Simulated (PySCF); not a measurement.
# A diatomic session: KSi

One job finds the state of KSi, follows it along the bond with each method and fits the curves.

Program: PySCF 2.14.0. Level of theory: K def2-TZVPP, Si def2-TZVPP, no relativity. These are calculated values, not measurements.

### 1 Set-up

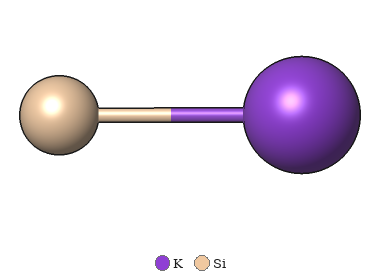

The two atoms at the starting distance (potassium purple, silicon light orange).

Settings of the job:

```json
{
 "atoms": "K, Si",
 "charge": "0",
 "basis": "K def2-TZVPP, Si def2-TZVPP",
 "Hamiltonian": "no relativity",
 "basis functions": "75",
 "electrons treated": "33",
 "masses in u": "38.9637, 27.9769",
 "levels": "PBE0, PBE, r²SCAN, revPBE, TPSSh, LDA, B97-3, ωB97X-V, HF, MP2, SCS-MP2, CCSD, CCSD(T)",
 "grid": "80 radial by 434 angular points",
 "occupations": "held fixed by the projection of orbital angular momentum",
 "dissociation limit": "K + Si, each in its ground configuration",
 "starting distance in angstrom": "3.060",
 "values of 2S to try": "1, 3"
}
```

Command:

```console
> OMP_NUM_THREADS=1 python dia.py task.json out
```

Further steps of the session: PBE0 along the bond; Higher solutions at PBE0; PBE (GGA); r²SCAN; revPBE (GGA); TPSSh; LDA (local density); B97-3; ωB97X-V; UHF (mean field); Adding correlation.

Before running it: what results should come out? Wanted: for each run, Re; ωe; De; μ.

**Answer**, as computed:

Lowest PBE0 solution found, without spin–orbit coupling: ⁴Σ⁻ (quartet), unpaired electrons σ ↑, π ↑↑. State 2 has its PBE0 minimum 0.45 eV higher, as a spin-mixed determinant (⟨S²⟩ = 1.77), so this is no gap between pure states. State 3 has its PBE0 minimum 0.45 eV higher, as a spin-mixed determinant (⟨S²⟩ = 1.77), so this is no gap between pure states. State 4 has its PBE0 minimum 0.80 eV higher. The other levels ran on the lowest alone.

```tsv
level	Re (Å)	ωe (cm⁻¹)	De (eV)	μ (D)
UHF	3.142	199.3	1.09	-11.08
UHF-MP2	3.067	210.7	1.53	n/a
UHF-SCS-MP2	3.078	209.2	1.38	n/a
UHF-CCSD	3.079	208.6	1.45	n/a
UHF-CCSD(T)	3.074	209.2	1.51	n/a
LDA	2.997	206.2	1.76	-8.42
PBE	3.061	195.9	1.60	-8.73
revPBE	3.093	190.5	1.54	-8.99
r²SCAN	3.069	203.4	1.74	-9.88
TPSSh	3.062	201.2	1.67	-9.59
PBE0	3.051	203.7	1.59	-9.55
B97-3	3.071	205.1	1.54	-10.18
ωB97X-V	3.047	211.4	1.48	-10.26
```

De is counted to K + Si in their ground configurations. A positive dipole means K(−)Si(+).

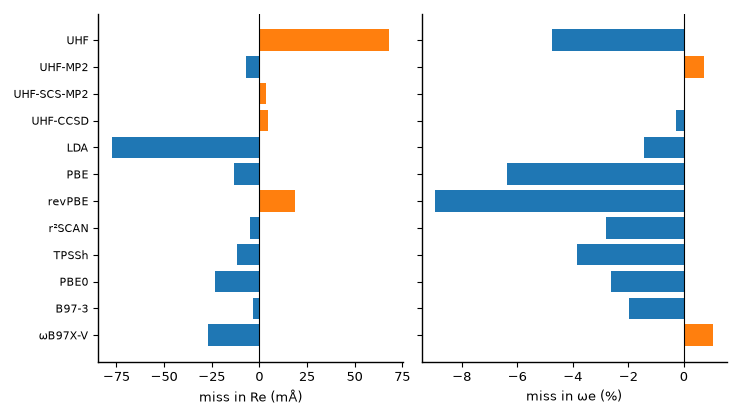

Differences in bond length and wavenumber from CCSD(T) in the same basis.

In words: Judged by CCSD(T) in the same basis: best bond length B97-3 (-3 mÅ), worst LDA (-77 mÅ); best wavenumber UHF-SCS-MP2 (0.0 %), worst revPBE (-8.9 %). Among the levels with a De in the table, it runs from 1.09 eV (UHF) to 1.76 eV (LDA).

Correlated steps freeze 10 core orbitals.
